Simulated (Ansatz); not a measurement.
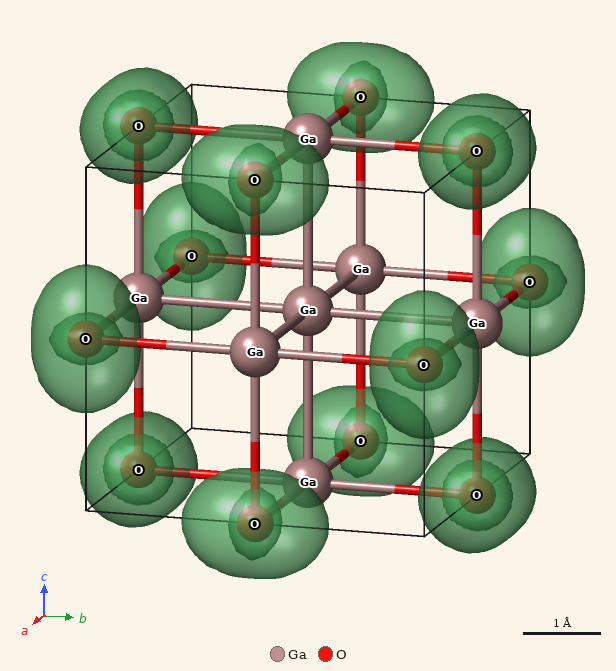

*Ga₄O₃. Isosurface of the ELF at 0.75 (green), seen slightly off an axis. Core shells and regions of very low density are left out. Sticks mark near contacts.*

Space group Pm-3m; a structure generated by program, which may or may not match a known phase.

The calculation used DFT PBE, scalar-relativistic, plane waves, PAW (Ansatz 0.2.0).

In a PAW calculation such maps are meaningful between the atoms, not at the nuclei.

```
Ga O
1.0
     4.62370    0.00000    0.00000
     0.00000    4.62370    0.00000
     0.00000    0.00000    4.62370
Ga O
4 3
Direct
  0.00000 0.50000 0.50000
  0.50000 0.00000 0.50000
  0.50000 0.50000 0.00000
  0.50000 0.50000 0.50000
  0.50000 0.00000 0.00000
  0.00000 0.50000 0.00000
  0.00000 0.00000 0.50000
```

Question: Where are the electrons localised?

Answer: The ELF exceeds this value in three regions wrapped around O (the valence shell of each), counted in one cell of 7 atoms. Any copies at cell faces, edges or corners count once. Along the contacts the grid gives the following. Ga–Ga (2.31 Å): the ELF reaches about 0.50 near the midpoint. Ga–O (2.31 Å): the ELF peaks at about 0.80 in the valence shell of O, 0.6 Å from its nucleus, and drops to about 0.15 between the two atoms (no shared electron pair shows on this line).
